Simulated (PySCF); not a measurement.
# SiH4O2 (SMILES O[SiH2]O): levels of theory compared

Aim: a comparison of 6 runs (HF/3-21G, B2PLYP/def2-SVPD, TPSS/def2-SVPD, wB97M-V/def2-SVPD, SCS-MP2/def2-SVPD, CCSD(T)/def2-SVPD) of SiH4O2. Input form: a Python script.

The calculation is run with PySCF 2.14.0.

2 further runs of the same task are left out: 2 set aside as unsound or not needed.

## 1. The molecule

The species is SiH4O2 (7 atoms), meant as a singlet with charge 0. As SMILES, `O[SiH2]O`. The O1–Si2 distance was set to 3.612 Å, away from the relaxed value. At this shape a bond of the SMILES string is far longer than usual.

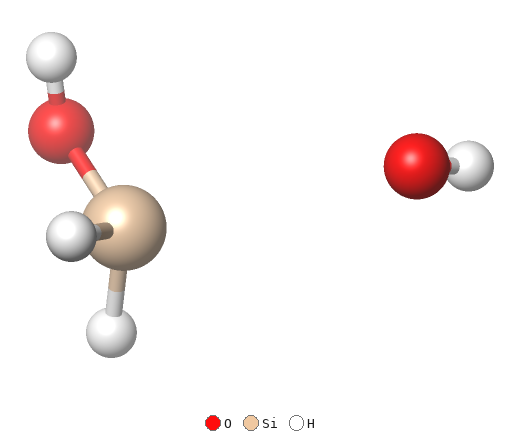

Viewed from a chosen angle; oxygen red, silicon light orange, hydrogen white.

## 2. The energy at HF/3-21G (run 1)

Contents of run.py:

```python
from pyscf import gto

system = gto.M(
    atom=[
    ('O', (-3.109044, -1.043154, -0.874731)),
    ('Si', (0.051410, 0.422210, 0.079240)),
    ('O', (1.274030, -0.668570, 0.183160)),
    ('H', (-3.180554, -1.414874, -1.755141)),
    ('H', (0.526670, 1.393040, -0.933360)),
    ('H', (-0.229300, 1.048860, 1.391580)),
    ('H', (1.219010, -1.336090, 0.868560)),
],
    basis='3-21g',
    charge=0,
    verbose=3,
    max_memory=1860,
)

hf = system.RHF()
hf.conv_tol = 1e-10
hf.kernel()
if not hf.converged:
    hf = hf.newton().run(hf.mo_coeff, hf.mo_occ)

energy = hf.e_tot
print(f'total energy: {energy:.8f} hartree')
```

Started as:

```
$ OMP_NUM_THREADS=1 python run.py
```

What it wrote:

```text
converged SCF energy = -438.393004657925
total energy: -438.39300466 hartree
```

Wall time 0.72 s (1 thread of Arm Neoverse V2, shared host); peak memory 0.12 GiB.

## 3. The energy at B2PLYP/def2-SVPD (run 2)

Contents of calc.py:

```python
from pyscf import gto, dft, mp

system = gto.Mole()
system.atom = '''
O     -3.109044    -1.043154    -0.874731
Si     0.051410     0.422210     0.079240
O      1.274030    -0.668570     0.183160
H     -3.180554    -1.414874    -1.755141
H      0.526670     1.393040    -0.933360
H     -0.229300     1.048860     1.391580
H      1.219010    -1.336090     0.868560
'''
system.max_memory = 1860
system.spin = 0
system.basis = 'def2-svpd'
system.charge = 0
system.verbose = 3
system.build()

calc0 = dft.RKS(system, xc='0.53*HF + 0.47*B88, 0.73*LYP')
calc0.grids.level = 5
calc0.conv_tol = 1e-10
calc0.kernel()
if not calc0.converged:
    calc0 = calc0.newton().run(calc0.mo_coeff, calc0.mo_occ)

pt = mp.MP2(calc0, frozen=7).run()
e_tot = calc0.e_tot + 0.27 * pt.e_corr
print('PT2 part  %.8f' % (0.27 * pt.e_corr))
print(f'total energy: {e_tot:.8f} hartree')
```

Started as:

```
$ OMP_NUM_THREADS=1 python calc.py
```

What it wrote:

```text
converged SCF energy = -441.585786329079
E(RMP2) = -442.315779203694  E_corr = -0.729992874614947
E(SCS-RMP2) = -442.313644845289  E_corr = -0.727858516210028
PT2 part  -0.19709808
total energy: -441.78288441 hartree
```

Wall time 28 s (1 thread of Arm Neoverse V2, shared host); peak memory 0.52 GiB.

## 4. The energy at TPSS/def2-SVPD (run 3)

Contents of calc.py:

```python
from pyscf import gto, dft

system = gto.M(
    atom='''
O       -3.109044      -1.043154      -0.874731
Si       0.051410       0.422210       0.079240
O        1.274030      -0.668570       0.183160
H       -3.180554      -1.414874      -1.755141
H        0.526670       1.393040      -0.933360
H       -0.229300       1.048860       1.391580
H        1.219010      -1.336090       0.868560
''',
    charge=0,
    max_memory=1860,
    verbose=3,
    spin=0,
    basis='def2-svpd',
)

myscf = dft.RKS(system, xc='tpss')
myscf.grids.level = 5
myscf.conv_tol = 1e-10
myscf.kernel()
if not myscf.converged:
    myscf = myscf.newton().run(myscf.mo_coeff, myscf.mo_occ)

energy = myscf.e_tot
print('Final energy', energy)
```

Started as:

```
$ OMP_NUM_THREADS=1 python calc.py
```

What it wrote:

```text
converged SCF energy = -442.079876177944
Final energy -442.07987617794413
```

Wall time 67 s (1 thread of Arm Neoverse V2, shared host); peak memory 0.57 GiB.

Runs 4 to 5 aren't shown in full; the table further down has their settings and results.

## 5. The energy at CCSD(T)/def2-SVPD (run 6)

Contents of job.py:

```python
from pyscf import gto, scf, cc

mol = gto.M(
    atom='''
O   -3.109044  -1.043154  -0.874731
Si   0.051410   0.422210   0.079240
O    1.274030  -0.668570   0.183160
H   -3.180554  -1.414874  -1.755141
H    0.526670   1.393040  -0.933360
H   -0.229300   1.048860   1.391580
H    1.219010  -1.336090   0.868560
''',
    verbose=3,
    max_memory=1860,
    basis='def2-svpd',
    charge=0,
)

myscf = scf.RHF(mol)
myscf.conv_tol = 1e-10
myscf.kernel()
if not myscf.converged:
    myscf = myscf.newton().run(myscf.mo_coeff, myscf.mo_occ)

mycc = cc.CCSD(myscf, frozen=7)
mycc.kernel()
e_t = mycc.ccsd_t()
energy = mycc.e_tot + e_t
print('E(%s) = %.9f' % ('CCSD(T)', energy))
```

Started as:

```
$ OMP_NUM_THREADS=1 python job.py
```

What it wrote:

```text
converged SCF energy = -440.61685714188
E(CCSD) = -441.1911572749502  E_corr = -0.5743001330699753
CCSD(T) correction = -0.0509684158400316
E(CCSD(T)) = -441.242125691
```

Wall time 70 s (1 thread of Arm Neoverse V2, shared host); peak memory 0.65 GiB.

## 6. All runs side by side

```tsv
run	level	frozen core orbitals	integration grid	energy (Eh)	dipole moment (D) of the reference	HOMO energy (eV)	LUMO energy (eV)	wall time
1	HF/3-21G	–	–	-438.393005	4.02	-7.21	-1.12	0.72 s
2	B2PLYP/def2-SVPD	7	5	-441.782884	6.91	-7.07	-3.44	28 s
3	TPSS/def2-SVPD	–	5	-442.079876	5.33	-5.13	-4.88	67 s
4	wB97M-V/def2-SVPD	–	5	-441.934667	7.06	-8.24	-2.67	1.8 min
5	SCS-MP2/def2-SVPD	7	–	-441.162042	9.05	-8.23	-1.70	2.7 s
6	CCSD(T)/def2-SVPD	7	–	-441.242126	9.05	-8.23	-1.70	70 s
```

## 7. Summary of results

| quantity | value |
| --- | --- |
| run 6: total energy | -441.24213 Eh |
| run 6: dipole moment (Hartree–Fock density) | 9.05 D |
| run 6: HOMO energy (Hartree–Fock orbitals) | -8.23 eV |
| run 6: LUMO energy (Hartree–Fock orbitals) | -1.70 eV |
| run 6: HOMO–LUMO gap (Hartree–Fock orbitals) | 6.52 eV |
| run 6: correlation energy (7 core orbitals frozen) | -625.3 mEh |
| run 6: (T) correction | -50.97 mEh |
| run 6: T1 diagnostic | 0.081 |

**Reading.** Over runs 1, 2, 3, 4 the dipole moment (its size) runs from 4.02 D (HF/3-21G) to 7.06 D (wB97M-V/def2-SVPD). The two ends differ in method and basis. Over runs 1, 2, 3, 4 the HOMO–LUMO gap runs from 0.26 eV (TPSS/def2-SVPD) to 6.09 eV (HF/3-21G). Totals of different functionals can't be ranked against each other. In run 6 the T1 diagnostic is large, so a single reference may not serve. In runs 1, 2, 3, 4, 5, 6 a closed-shell determinant meets a far-stretched bond, which it describes badly. All runs together took 4.6 min, the longest 1.8 min.
